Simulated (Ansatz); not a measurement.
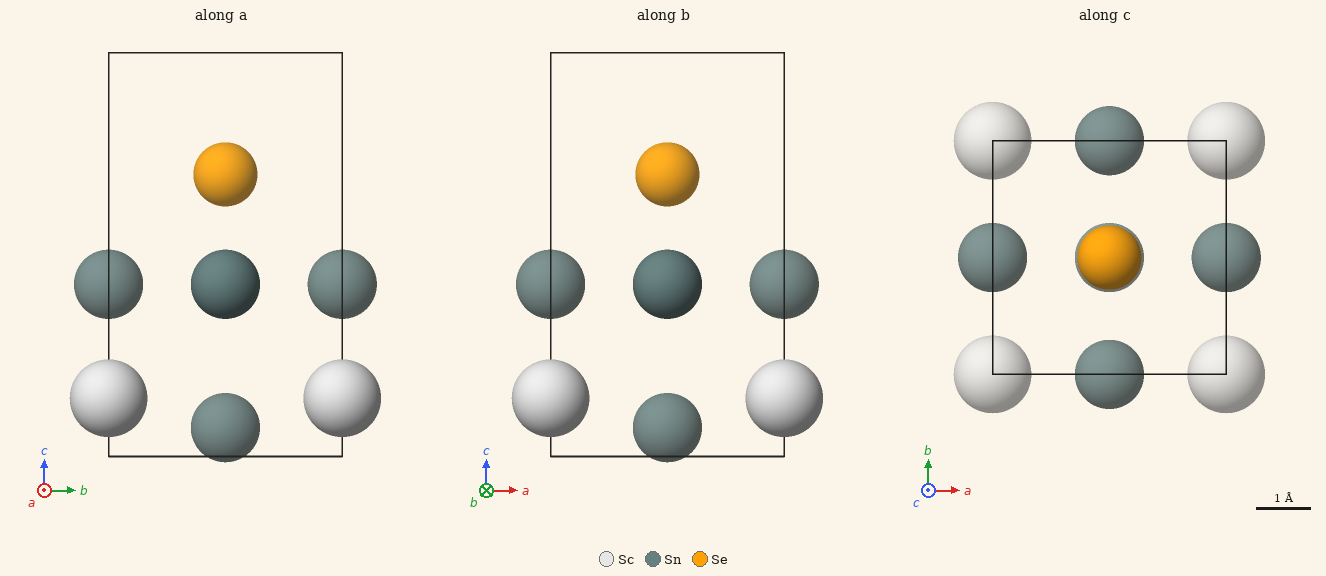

Drawn in the spheres-only manner and seen along the a axis, along the b axis and along the c axis. The lines enclose the conventional unit cell; boundary atoms appear with their images.

Lattice parameters: a = 4.399 Å, b = 4.399 Å, c = 7.597 Å, α = 90.00°, β = 90.00°, γ = 90.00°.

Q: Put the structure into a table of Wyckoff sites, with free fractional coordinates to two decimals.

A: Space group P4mm (No. 99).
```
atom  site     x     y     z
  Sc    1a  0.00  0.00  0.14
  Sn    2c  0.00  0.50  0.43
  Sn    1b  0.50  0.50  0.07
  Se    1b  0.50  0.50  0.70
```

The initial geometry was a structure type filled with these elements by a generator (whether the compound takes this form wasn't checked). The geometry was optimised with DFT PBE, scalar-relativistic, plane waves, PAW (Ansatz 0.2.0).
